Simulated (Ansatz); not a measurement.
**HfGe (model cell, started as wurtzite): phonons and vibrational spectra**

Wanted: vibrations and spectra of HfGe (model cell, started as wurtzite); the cell is already relaxed.

Program: Ansatz 0.2.0. Level of theory: DFT PBEsol, scalar-relativistic, plane waves, norm-conserving pseudopotentials. Results are calculated unless marked as measured.

The structure was built from a prototype and need not be the compound's stable phase.

## (1) The starting structure

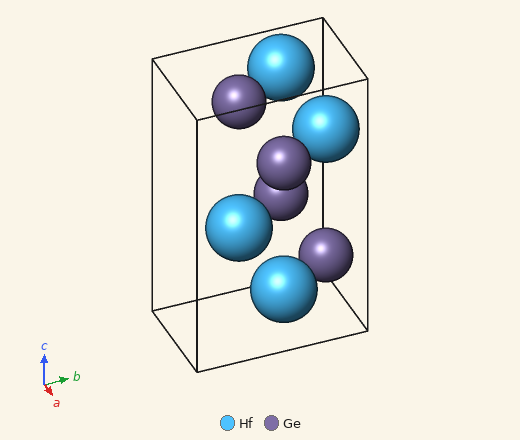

Start, viewed slightly off an axis; hafnium blue, germanium purple. 2×1×1 cells are drawn.

## (2) Zone-centre response

The cell comes from relaxations at this level that are not shown. The zone centre is the only wavevector solved here; it holds the modes that light can see, as far as symmetry allows. No field response is asked, since the mesh shows no gap.

File input.yaml:

```yaml
crystal:
  lattice:
    - [4.5826278453, -3.1801e-06, 0.0]
    - [-2.2913111686, 3.9686737202, 0.0]
    - [0.0, 0.0, 5.2774538066]
  atoms:
    - { symbol: Hf, position: [0.3333333333, 0.6666666667, -0.0625] }
    - { symbol: Hf, position: [0.6666666667, 0.3333333333, 0.4375] }
    - { symbol: Ge, position: [0.3333333333, 0.6666666667, 0.4375] }
    - { symbol: Ge, position: [0.6666666667, 0.3333333333, 0.9375] }
kpoints:
  mp_grid: { grid: [12, 12, 8] }
hamiltonian:
  xc: pbesol
  pseudopotentials: { kind: nc }
scf:
  occupations: { method: methfessel_paxton, width: 0.2 }
output:
  eigenvalues: true
phonons:
  method: dfpt
```

Command:

```bash
ansatz run input.yaml --threads 4 --pin off --max-ram 7168MiB --backend cpu --events-out ev --progress --plain --runs-dir out
```

Numbers of over 12 decimals in the logs are rounded to 6 here.

The program printed:

```text
Engine: ansatz 0.2.0, aarch64-unknown-linux-gnu
Pseudopotentials: kind: nc
Pseudopotential: Hf, nc, valence charge 12, recommended cutoff 789.130201 eV (normal), Hf.nc.azcp (PseudoDojo's, or run here from an input of PseudoDojo's: the run reads no file of this project's for it)
Pseudopotential: Ge, nc, valence charge 14, recommended cutoff 1061.244064 eV (normal), Ge.nc.azcp (PseudoDojo's, or run here from an input of PseudoDojo's: the run reads no file of this project's for it)
Functional definition: PBEsol
  exchange = pbesol_x
  correlation = pbesol_c
Crystal: 4 atoms, lattice volume = 95.981 Å³
Basis set: ecut = 1061.244064 eV, 7433 PW (Γ), exchange–correlation on 100×100×128 points (8 copies of the dense FFT grid, shifted against one another)
Bands: 32, of which v1, the nominal top of the filled ones, is band 26 counted from 1 (25 counted from 0)
Symmetry: 24 space group operations
k-points: 320 of 1152 (irreducible under 2 space group operations, time reversal used)
Non-local potential: Hf, projectors of the file, l = 0: 2, l = 1: 2, l = 2: 2, l = 3: 2
Non-local potential: Ge, projectors of the file, l = 0: 2, l = 1: 2, l = 2: 2
Initial density: superposition of atomic densities (chi_scale 0.1, normalization cell, long waves kept (reshape's long-wave potential 0.00 eV rms))
Initial wavefunctions: pseudopotential atomic-orbital guess
Functional: x = pbesol(κ = 0.804, μ = 0.123457), c = pbesol(β = 0.046)
SCF iter   1: F=—  HF=-7924.603616 eV  |F-HF|=—  |Δ(HF+E_count)|=         —  Δρ=4.80e-2  dr2=1.77e0  ethr=3.10e-3  ⟨swp⟩=6.4  Hψ=45362  notcnv=0
preconditioner: auto → Kerker (q_TF=auto, 2.463 Å⁻¹)  [metal: Δε(μ)=0.037 eV  Ē_g=16.127 eV  σ=0.200 eV  W_gap=0.15  n_scr=22 (ndim 8)  ℏωp=22.7 eV  f_vac=0.001  D(μ)=0.48/eV (n_scr^D=0)]
SCF iter   2: F=—  HF=-7924.136064 eV  |F-HF|=—  |Δ(HF+E_count)|=   4.68e-1  S|Δr|=    0.00e0  Δρ=2.70e-2  dr2=7.05e-1  ethr=3.10e-3  ⟨swp⟩=1.5  Hψ=14507  notcnv=0  defer=6
SCF iter   3: F=—  HF=-7923.957679 eV  |F-HF|=—  |Δ(HF+E_count)|=   1.78e-1  S|Δr|=    0.00e0  Δρ=8.97e-3  dr2=8.12e-2  ethr=1.36e-3  ⟨swp⟩=2.0  Hψ=16941  notcnv=0  defer=8
SCF iter   4: F=—  HF=-7923.946012 eV  |F-HF|=—  |Δ(HF+E_count)|=   1.17e-2  S|Δr|=    0.00e0  Δρ=8.39e-3  dr2=3.01e-2  ethr=1.56e-4  ⟨swp⟩=2.9  Hψ=17968  notcnv=0  defer=6
SCF iter   5: F=—  HF=-7923.933582 eV  |F-HF|=—  |Δ(HF+E_count)|=   1.24e-2  S|Δr|=    0.00e0  Δρ=1.21e-3  dr2=1.91e-3  ethr=5.80e-5  ⟨swp⟩=2.3  Hψ=17053  notcnv=0  defer=76
SCF iter   6: F=—  HF=-7923.933545 eV  |F-HF|=—  |Δ(HF+E_count)|=   3.71e-5  S|Δr|=    0.00e0  Δρ=4.55e-4  dr2=2.04e-4  ethr=3.67e-6  ⟨swp⟩=2.2  Hψ=16182  notcnv=0  defer=87
SCF iter   7: F=—  HF=-7923.933569 eV  |F-HF|=—  |Δ(HF+E_count)|=   2.40e-5  S|Δr|=    0.00e0  Δρ=5.72e-5  dr2=4.15e-6  ethr=3.93e-7  ⟨swp⟩=2.5  Hψ=16604  notcnv=0  defer=87
SCF iter   8: F=—  HF=-7923.933475 eV  |F-HF|=—  |Δ(HF+E_count)|=   9.35e-5  S|Δr|=    0.00e0  Δρ=1.14e-5  dr2=1.59e-7  ethr=7.99e-9  ⟨swp⟩=2.7  Hψ=19032  notcnv=0  defer=399
SCF iter   9: F=—  HF=-7923.933475 eV  |F-HF|=—  |Δ(HF+E_count)|=   1.74e-8  S|Δr|=    0.00e0  Δρ=3.89e-6  dr2=9.68e-9  ethr=3.07e-10  ⟨swp⟩=2.7  Hψ=18709  notcnv=0  defer=399
SCF iter  10: F=—  HF=-7923.933475 eV  |F-HF|=—  |Δ(HF+E_count)|=   3.92e-9  S|Δr|=    0.00e0  Δρ=9.71e-7  dr2=7.87e-10  ethr=1.86e-11  ⟨swp⟩=2.6  Hψ=18803  notcnv=0  defer=399
SCF iter  11: F=—  HF=-7923.933475 eV  |F-HF|=—  |Δ(HF+E_count)|=  1.18e-11  S|Δr|=    0.00e0  Δρ=1.49e-7  dr2=1.79e-11  ethr=1.51e-12  ⟨swp⟩=2.6  Hψ=18737  notcnv=0  defer=399
SCF iter  12: F=-7923.933475 eV  HF=-7923.933475 eV  |F-HF|=9.09e-13  |Δ(HF+E_count)|=  5.46e-11  S|Δr|=    0.00e0  Δρ=3.08e-8  dr2=8.56e-13  ethr=1.00e-12  ⟨swp⟩=15.3  Hψ=66790  notcnv=0
SCF 1 converged in 12 iterations: F = -7923.933475 eV  dr2 = 8.56e-13
DFPT response loops at Γ: preconditioner auto → Kerker (q_TF=auto, 2.463 Å⁻¹) (partly filled bands, converged f_vac=0.037); β = 1.00, the filter's whole step (`scf.mixing.beta` (0.50) is not read by the response loops under this deck's `scf.mixing.preconditioner`; to damp them name `kerker` or `kerker_dos`, under which they read `scf.mixing.beta`, and type it under 1.00, their step now; both keys bind the ground state too); Broyden in place of MSR1
SCF converged after 12 iterations
Stability not checked: this state was not tested for a lower state beside it, because cold or Methfessel-Paxton smearing, or corrected tetrahedra, fill the levels in a way that the test cannot read (fill_not_monotonic; see scf.lower_state_search)
Free energy (F): -7923.933475 eV
Harris-Foulkes:  -7923.933475 eV  (|F-HF|=9.09e-13)
Internal energy: -7923.933940 eV  (E = F + TS)
E sigma→0 (E₀):  -7923.933592 eV
Entropy (-TS):   0.000464 eV (0.116 meV/atom)
Fermi energy:    10.403865 eV
--- Per-component energies (eV) ---
  E_band       = -601.819987
  E_kinetic    = 4424.630287
  E_local      = -5565.739431  (includes V_loc(G=0)·N_el)
  E_nonlocal   = -2415.392579
  E_hartree    = 2119.868702
  E_xc         = -1945.574892
  E_vxc        = -1285.055668  (∫ρ·V_xc dr)
  E_ewald      = -4541.726027
  E_smearing   = 0.000464  (= −TS)
  E_closure    = 0.000000  (closes the sum)
  Σ components = -7923.933475   (vs F -7923.933475, Δ=0.00e0)
--- Band table (eV; the first three rows and the last of 320) ---
  k-point 0: bands = [... 22 lower, 8.4961, 8.8044, 8.8044, 10.8317, 10.8317, 11.8282, 13.2458, 13.2504, ... 2 higher]
  k-point 1: bands = [... 22 lower, 8.4515, 8.6953, 8.6953, 11.0580, 11.0580, 11.2624, 12.9302, 13.3549, ... 2 higher]
  k-point 2: bands = [... 22 lower, 8.3502, 8.4845, 8.4845, 10.0123, 11.6079, 11.6079, 12.9982, 13.5462, ... 2 higher]
  k-point 319: bands = [... 22 lower, 8.4358, 8.4358, 9.2342, 9.2342, 11.5127, 11.5127, 12.9362, 12.9362, ... 2 higher]
--- Phonons (Γ-DFPT): 4 representative perturbations + reference, on 320 of 1152 k-points (Σ response iterations 13) ---
  k mesh reduced under 2 symmetry operations, with k and −k counted as one. Each operation leaves every solved perturbation unchanged. A smaller set is not used because it would not reduce the number of displacements times k-points to solve
  ASR residual: 2.107e-4 → 0.000e0 eV/Å²; symmetrization residual: 3.153e-4 eV/Å²
  ASR residual per site (eV/Å²): 2.11e-4 2.11e-4 1.64e-4 1.64e-4
  Γ frequencies (cm⁻¹): 0.00 0.00 0.00 78.59 84.90 84.90 211.22 211.22 215.57 215.57 217.67 254.85
  non-analytic LO–TO correction: not included (Born effective charges unavailable; polar crystals: no LO–TO splitting at Γ)
```

Wall time 8.2 min (4 threads of Arm Neoverse V1, shared host); peak memory 4.3 GiB; 33 min of CPU time.

Numbers from this step:

```yaml
volume_per_atom: 24.00 Å³
gap_on_the_k_mesh: 0 eV
sum_rule_residual_before_enforcement: 2.11e-4 eV/Å²
point_group: 6/mmm
highest_optical_mode_at_the_zone_centre_no_lo_to_term: 254.8 cm⁻¹
lowest_optical_zone_centre_mode: 78.59 cm⁻¹
```

Patterns of degenerate modes are one choice out of their space. The modes at Γ (shares of kinetic energy by element, %):

| mode | frequency (cm⁻¹) | symmetry | Hf % | Ge % |
| --- | --- | --- | --- | --- |
| 1 | 0.0 | acoustic | 71 | 29 |
| 2 | 0.0 | acoustic | 71 | 29 |
| 3 | 0.0 | acoustic | 71 | 29 |
| 4 | 78.6 | B1g | 76 | 24 |
| 5 | 84.9 | E2g | 78 | 22 |
| 6 | 84.9 | E2g | 78 | 22 |
| 7 | 211.2 | E2g | 22 | 78 |
| 8 | 211.2 | E2g | 22 | 78 |
| 9 | 215.6 | E1u | 29 | 71 |
| 10 | 215.6 | E1u | 29 | 71 |
| 11 | 217.7 | A2u | 29 | 71 |
| 12 | 254.8 | B1g | 24 | 76 |

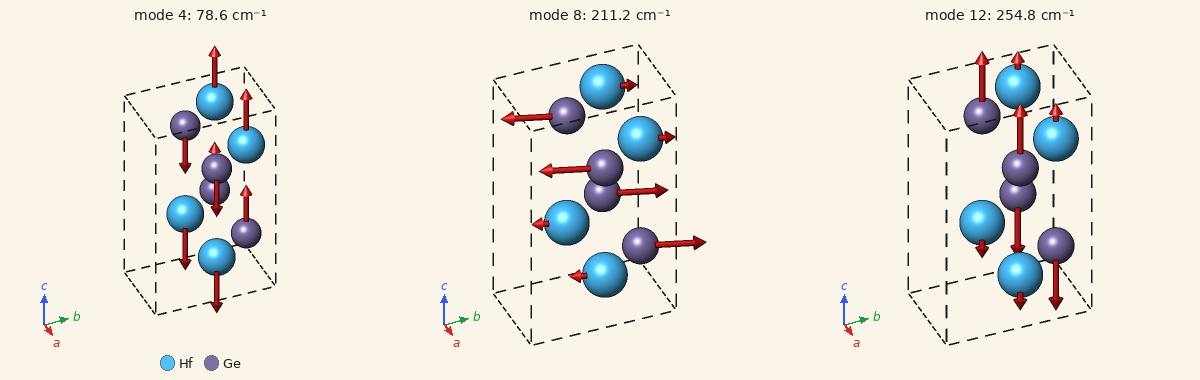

Displacement patterns of modes 4, 8 and 12 at Γ; arrows are exaggerated. 2×1×1 cells are drawn.

Before it was imposed, the acoustic sum rule was missed by 2.1e-4 eV/Å². Small misses are needed for a sound result but don't prove that mesh and cutoff are converged. The lowest optical mode is real, 78.6 cm⁻¹.

## (3) Isotope substitution, element Ge, natural mass 72.63 amu

An isotope changes the mass and not the force constants, so no new electronic calculation is needed; the shifts show which modes move this element.

The same force constants with the mass of Ge changed from 72.630 to 75.921 u (phonopy, no LO-TO term). Both lists are sorted by frequency; levels can cross, so a row need not hold one and the same mode. Modes under 3 cm⁻¹ are left out. Isotope shifts, by row:

| q | rank | natural mass (cm⁻¹) | changed mass (cm⁻¹) |
| --- | --- | --- | --- |
| 0 0 0 | 4 | 78.59 | 78.17 |
| 0 0 0 | 5 | 84.9 | 84.47 |
| 0 0 0 | 6 | 84.9 | 84.47 |
| 0 0 0 | 7 | 211.2 | 207.6 |
| 0 0 0 | 8 | 211.2 | 207.6 |
| 0 0 0 | 9 | 215.6 | 212.2 |
| 0 0 0 | 10 | 215.6 | 212.2 |
| 0 0 0 | 11 | 217.7 | 214.3 |
| 0 0 0 | 12 | 254.8 | 250.6 |

A mode of this element alone would shift by -2.19 %. The highest zone-centre frequency without the field goes from 254.8 to 250.6 cm⁻¹ (-1.7 %). The product of the frequency ratios over all optical modes at Γ is 0.893; the product rule, (m/m′)^(3k/2) (M′/M)^(3/2) with k = 2 such atoms and M the mass of the cell, gives 0.893.

## (4) Another isotope, element Hf, natural mass 178.486 amu

The same for Hf, from 178.49 to 173.94 u.

A mode of this element alone would shift by +1.30 %. The highest zone-centre frequency without the field goes from 254.8 to 255.6 cm⁻¹ (+0.3 %). The product of the frequency ratios over all optical modes at Γ is 1.051; the product rule, (m/m′)^(3k/2) (M′/M)^(3/2) with k = 2 such atoms and M the mass of the cell, gives 1.051.

## (5) Results

```
space group (within 0.01 Å)                             : P6_3/mmc
volume per atom                                         : 24.0 Å³
electronic character                                    : no gap on this mesh
highest optical mode at the zone centre (no LO-TO term) : 255 cm⁻¹
lowest optical zone-centre mode                         : 78.6 cm⁻¹
imaginary modes at Γ (the only wavevector solved)       : none
```

The structure is stable against zone-centre distortions, since no mode there is imaginary; other wavevectors were not solved, so zone-boundary instabilities are untested. The optical modes at Γ span 79 to 255 cm⁻¹. No dispersion was computed. The highest mode in this list at Γ, 254.8 cm⁻¹, is mostly motion of Ge (76 % of the kinetic energy). The relaxed cell left the space group of the starting entry, even within 0.1 Å, so it may not be the phase that the entry, or a measurement on it, describes. With no gap, or one that is small against the smearing, the frequencies hang on the k mesh and the smearing, most of all near Kohn anomalies. Spin-orbit coupling is left out, which can matter for the heavy elements here. The starting cell was built on a prototype and not taken from a measurement, so the phase need not exist. These are harmonic frequencies at zero temperature: anharmonic shifts, linewidths and thermal expansion are left out.

[Logs are printed without paths, hosts, clocks, repeated set-up lines and the standing remarks that a program may print on its own settings, such as how far it seeks lower states.]

[Hosts, paths, dates, database ids (printed as entryN), source tags and the programs' standing remarks are cut or masked in the printed files.]
